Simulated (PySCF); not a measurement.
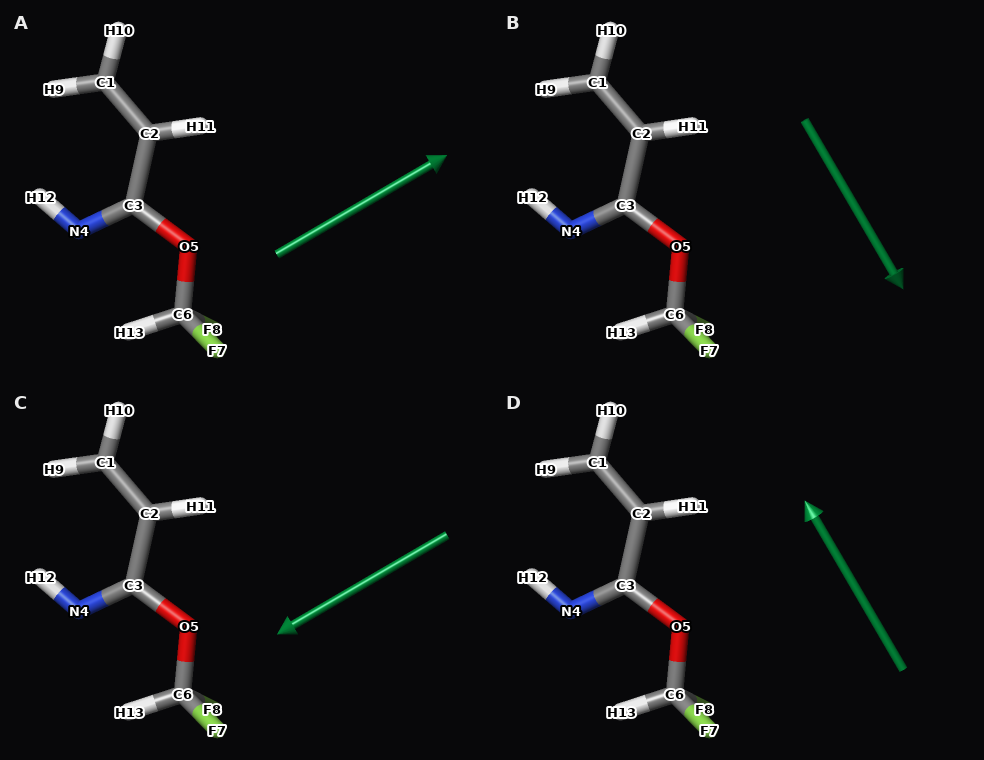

The same molecule four times, each with an arrow. The geometry was computed by an optimisation with GFN2-xTB. No frequency run is at hand to confirm it as a minimum. Method: PBE0/pcSseg-1, gas phase (PySCF 2.14.0).

Which arrow points along the dipole moment, from the negative to the positive end?

Answer. D. The dipole moment is 4.14 D; it points from the side of F7, F8 to the side of H10 (the outermost atoms at the two ends).
